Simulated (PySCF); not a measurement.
**Geometry relaxation of C₄H₆FO (charge −1)**

C₄H₆FO, charge −1, computed with PBE0-D3(BJ)/ma-def2-SVP geometry optimisation, gas phase (PySCF 2.14.0).

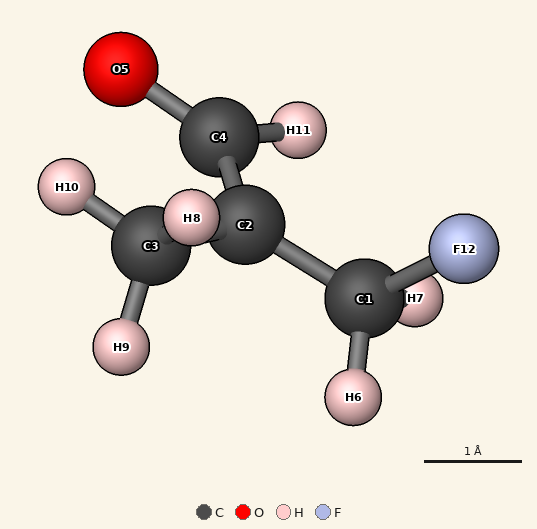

Figure 1. The starting structure (ball-and-stick view, seen at a tilt; atoms are numbered from 1 in the order of the input). Bond lengths as drawn: C–C 1.37 to 1.51 Å, C–F 1.47 Å, C–H 1.09 to 1.13 Å and C–O 1.25 Å.

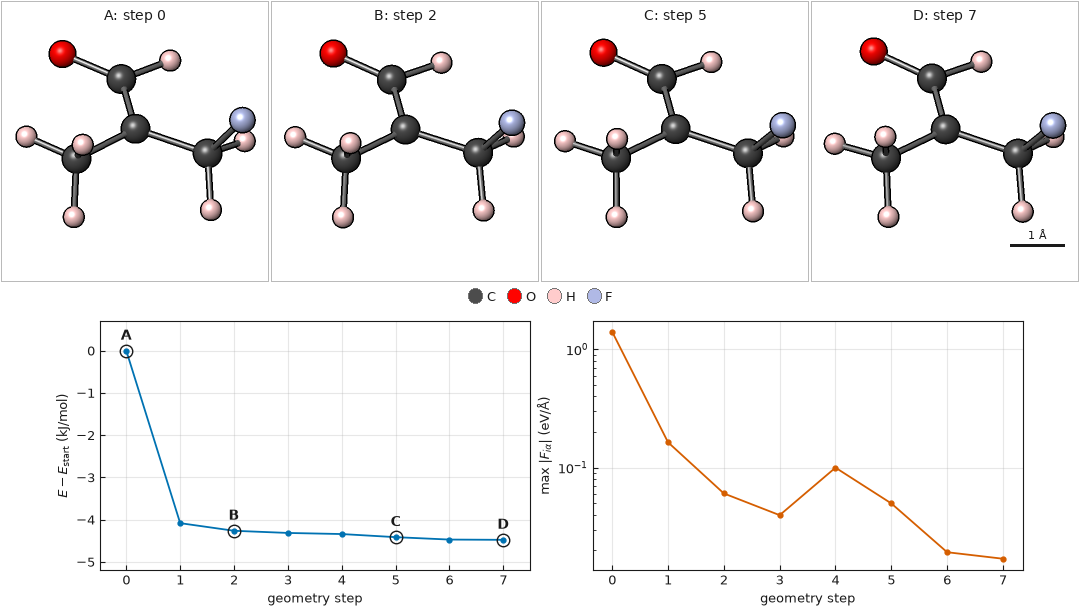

Figure 2. Frames of the relaxation (ball-and-stick view, seen at a tilt) above the curves, on which the letters mark them (steps are counted from 0).

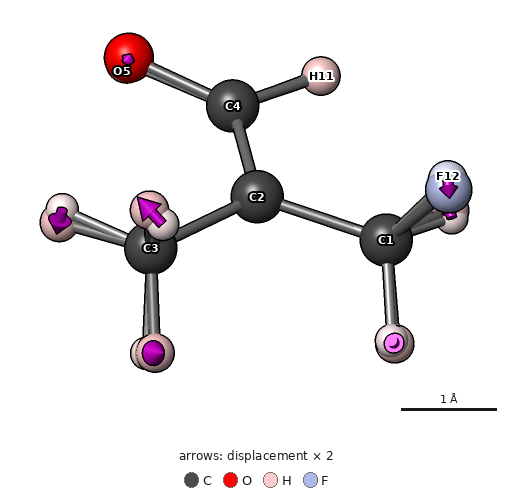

Figure 3. Start (faint) and end (solid) with the displacements as pink arrows, magnified 2 times (ball-and-stick view, seen at a tilt). The two geometries are laid on each other by the best rigid fit. H8 moves most after the best rigid fit: 0.20 Å. By element the largest moves are H 0.20 Å, F 0.11 Å, O 0.06 Å, C 0.03 Å. Among the contacts that change: C2–C4 1.374 → 1.401 Å, C1–H7 1.095 → 1.103 Å, C1–H6 1.099 → 1.108 Å, C1–C2 1.456 → 1.448 Å. Among the angles that change: C1–C2–C3 117.7° → 120.3°, C1–C2–C4 121.6° → 119.5°. Over 7 geometry steps the energy falls by 4.48 kJ/mol. The largest force component goes from 1.4 to 0.017 eV/Å. (Atoms are counted from 1 in the order of the input.)

The input and output of the run follow.

Input
```
{"job": {"xc": "PBE0", "basis": "ma-def2-SVP", "d3": "d3bj", "grid": 1, "kind": "geom"}, "charge": -1, "multiplicity": 1}
C     -0.170438     1.115953    -1.016239
C      0.138142     0.014418    -0.115275
C     -0.995344    -0.575546     0.682711
C      1.410749    -0.490835    -0.004991
O      1.833671    -1.405455     0.739093
H     -0.930423     1.808790    -0.628453
H      0.718587     1.663139    -1.345189
H     -1.760232    -1.028554     0.041085
H     -1.493287     0.179056     1.307215
H     -0.583947    -1.348169     1.328707
H      2.163122     0.033454    -0.663348
F     -0.783017     0.716871    -2.294829
```

The first line tells a small driver script what to run in PySCF; the rest is the geometry in Å.

Run as:
```bash
OMP_NUM_THREADS=1 python <driver script> task.json out
```

Log
```
step   0  E = -330.53335944  max force = 0.027382
step   1  E = -330.53491386  max force = 0.003188
step   2  E = -330.53498257  max force = 0.001178
step   3  E = -330.53500220  max force = 0.000773
step   4  E = -330.53501210  max force = 0.001947
step   5  E = -330.53504008  max force = 0.000970
step   6  E = -330.53506189  max force = 0.000376
step   7  E = -330.53506424  max force = 0.000330
optimisation converged
```

Trajectory as extended XYZ (Å, eV, eV/Å), 8 frames, from step=0 to step=7
```
12
Properties=species:S:1:pos:R:3:forces:R:3 step=0 energy=-8994.27084
C    -0.1704    1.1159   -1.0162    0.1697  -0.4610  -0.0996
C     0.1381    0.0144   -0.1153   -1.4080   0.6194  -0.1457
C    -0.9953   -0.5756    0.6827    0.4718   0.2446  -0.3524
C     1.4107   -0.4908   -0.0050    1.0177  -0.1643   0.1216
O     1.8337   -1.4055    0.7391    0.0644  -0.2055   0.0599
H    -0.9304    1.8088   -0.6284   -0.0804   0.1782   0.1696
H     0.7186    1.6631   -1.3452    0.2944   0.1548   0.0441
H    -1.7602   -1.0286    0.0411   -0.2830  -0.1706  -0.1376
H    -1.4933    0.1791    1.3072   -0.1974   0.1788   0.2032
H    -0.5839   -1.3482    1.3287    0.0868  -0.3560   0.3300
H     2.1631    0.0335   -0.6633    0.0189   0.0614  -0.0635
F    -0.7830    0.7169   -2.2948   -0.1550  -0.0798  -0.1297
12
Properties=species:S:1:pos:R:3:forces:R:3 step=1 energy=-8994.31313
C    -0.1481    1.1081   -1.0344   -0.1640   0.1594  -0.0488
C     0.1115    0.0255   -0.1128    0.1222  -0.0885  -0.0455
C    -1.0092   -0.5917    0.6653   -0.0979  -0.0002   0.0534
C     1.4182   -0.4601    0.0263   -0.0100  -0.1065   0.0434
O     1.8429   -1.3827    0.7595   -0.0056   0.0683  -0.0175
H    -0.8545    1.8709   -0.6469    0.0275  -0.0306  -0.0427
H     0.7799    1.5963   -1.3765    0.0146  -0.0330   0.0248
H    -1.7700   -1.0807    0.0231    0.0385   0.0162   0.0286
H    -1.5543    0.1505    1.2880    0.0032  -0.0342  -0.0310
H    -0.5977   -1.3617    1.3396   -0.0049   0.0376  -0.0246
H     2.1653    0.0944   -0.6134    0.0211   0.0170  -0.0240
F    -0.8258    0.7184   -2.2978    0.0553  -0.0054   0.0840
12
Properties=species:S:1:pos:R:3:forces:R:3 step=2 energy=-8994.31500
C    -0.1501    1.1031   -1.0439    0.0367  -0.0074   0.0606
C     0.1109    0.0197   -0.1156    0.0314   0.0192  -0.0287
C    -1.0137   -0.5843    0.6702   -0.0183  -0.0198   0.0108
C     1.4176   -0.4641    0.0287   -0.0115   0.0137  -0.0113
O     1.8468   -1.3739    0.7738   -0.0043   0.0048   0.0055
H    -0.8547    1.8678   -0.6614    0.0026  -0.0037  -0.0046
H     0.7856    1.5862   -1.3750   -0.0185  -0.0117   0.0009
H    -1.7671   -1.0912    0.0345    0.0144   0.0008   0.0133
H    -1.5674    0.1667    1.2726    0.0036  -0.0047  -0.0140
H    -0.6023   -1.3379    1.3620   -0.0055   0.0203  -0.0061
H     2.1628    0.0841   -0.6227   -0.0087  -0.0077   0.0119
F    -0.8121    0.7034   -2.2984   -0.0218  -0.0037  -0.0383
12
Properties=species:S:1:pos:R:3:forces:R:3 step=3 energy=-8994.31554
C    -0.1490    1.0941   -1.0539    0.0340  -0.0397  -0.0070
C     0.1113    0.0198   -0.1170   -0.0208  -0.0023   0.0114
C    -1.0149   -0.5765    0.6744    0.0281  -0.0056  -0.0130
C     1.4180   -0.4608    0.0371   -0.0080   0.0359  -0.0072
O     1.8460   -1.3584    0.7971   -0.0034  -0.0130   0.0055
H    -0.8545    1.8619   -0.6820   -0.0093   0.0100   0.0090
H     0.7870    1.5715   -1.3897   -0.0034   0.0087  -0.0093
H    -1.7572   -1.1057    0.0453   -0.0047  -0.0104  -0.0034
H    -1.5802    0.1828    1.2532   -0.0044   0.0126  -0.0015
H    -0.6017   -1.3092    1.3861    0.0001   0.0028   0.0125
H     2.1646    0.0796   -0.6189   -0.0040  -0.0051   0.0058
F    -0.8115    0.6829   -2.3091   -0.0044   0.0062  -0.0026
12
Properties=species:S:1:pos:R:3:forces:R:3 step=4 energy=-8994.31581
C    -0.1423    1.0455   -1.1083    0.0103  -0.0569  -0.0512
C     0.1112    0.0205   -0.1180   -0.1001  -0.0162   0.0385
C    -1.0220   -0.5394    0.6921    0.0900   0.0161  -0.0432
C     1.4179   -0.4406    0.0828   -0.0016   0.0425   0.0103
O     1.8378   -1.2884    0.9015    0.0087  -0.0402  -0.0009
H    -0.8472    1.8330   -0.7810   -0.0166   0.0227   0.0175
H     0.7971    1.4987   -1.4634    0.0254   0.0397  -0.0236
H    -1.7207   -1.1575    0.0972   -0.0314  -0.0301  -0.0292
H    -1.6340    0.2507    1.1707   -0.0172   0.0399   0.0135
H    -0.6082   -1.1818    1.4842    0.0098  -0.0249   0.0508
H     2.1721    0.0673   -0.5889    0.0079   0.0024  -0.0101
F    -0.8029    0.5760   -2.3475    0.0149   0.0049   0.0275
12
Properties=species:S:1:pos:R:3:forces:R:3 step=5 energy=-8994.31657
C    -0.1425    1.0346   -1.1195   -0.0042  -0.0237  -0.0499
C     0.1100    0.0194   -0.1190   -0.0476   0.0018   0.0432
C    -1.0203   -0.5291    0.7009    0.0392   0.0065  -0.0230
C     1.4171   -0.4394    0.0859    0.0040   0.0072  -0.0064
O     1.8367   -1.2831    0.9092    0.0024  -0.0172   0.0005
H    -0.8491    1.8247   -0.7999   -0.0068   0.0086   0.0119
H     0.7960    1.4877   -1.4792    0.0122   0.0180  -0.0101
H    -1.7052   -1.1806    0.1239   -0.0151  -0.0171  -0.0127
H    -1.6489    0.2703    1.1428   -0.0060   0.0181   0.0024
H    -0.6056   -1.1354    1.5215    0.0054  -0.0130   0.0278
H     2.1714    0.0625   -0.5904    0.0052   0.0052  -0.0046
F    -0.8013    0.5523   -2.3543    0.0115   0.0056   0.0207
12
Properties=species:S:1:pos:R:3:forces:R:3 step=6 energy=-8994.31716
C    -0.1498    1.0254   -1.1289   -0.0053   0.0183   0.0113
C     0.1100    0.0222   -0.1168    0.0167   0.0009  -0.0013
C    -1.0129   -0.5217    0.7141   -0.0193   0.0033   0.0090
C     1.4184   -0.4372    0.0795    0.0065  -0.0053  -0.0028
O     1.8426   -1.2810    0.9009   -0.0060   0.0052  -0.0040
H    -0.8588    1.8156   -0.8119    0.0037  -0.0064  -0.0043
H     0.7849    1.4825   -1.4961   -0.0045  -0.0076   0.0026
H    -1.6762   -1.2170    0.1607    0.0088   0.0042   0.0055
H    -1.6663    0.2825    1.1106    0.0034  -0.0110  -0.0026
H    -0.5946   -1.0810    1.5673   -0.0015   0.0039  -0.0082
H     2.1690    0.0637   -0.6019   -0.0014  -0.0017  -0.0020
F    -0.8091    0.5282   -2.3542   -0.0012  -0.0037  -0.0032
12
Properties=species:S:1:pos:R:3:forces:R:3 step=7 energy=-8994.31723
C    -0.1550    1.0253   -1.1287   -0.0019   0.0098   0.0077
C     0.1105    0.0237   -0.1166    0.0170   0.0049   0.0012
C    -1.0079   -0.5204    0.7203   -0.0155  -0.0023   0.0054
C     1.4197   -0.4369    0.0721   -0.0017  -0.0083  -0.0052
O     1.8470   -1.2816    0.8909   -0.0015   0.0057  -0.0014
H    -0.8647    1.8141   -0.8105    0.0031  -0.0038  -0.0028
H     0.7773    1.4835   -1.5003   -0.0040  -0.0061   0.0023
H    -1.6662   -1.2258    0.1737    0.0066   0.0044   0.0058
H    -1.6670    0.2825    1.1093    0.0028  -0.0072  -0.0013
H    -0.5856   -1.0693    1.5783   -0.0011   0.0038  -0.0080
H     2.1669    0.0625   -0.6141   -0.0008   0.0002   0.0004
F    -0.8176    0.5246   -2.3512   -0.0029  -0.0011  -0.0041
```

Key numbers

| quantity | value |
| --- | --- |
| outcome | converged |
| total energy | −330.535064 hartree |
| point group | C1 |
| hardware | 1 CPU thread, shared host |
| wall time | 44 s |
| peak memory | 0.56 GiB |
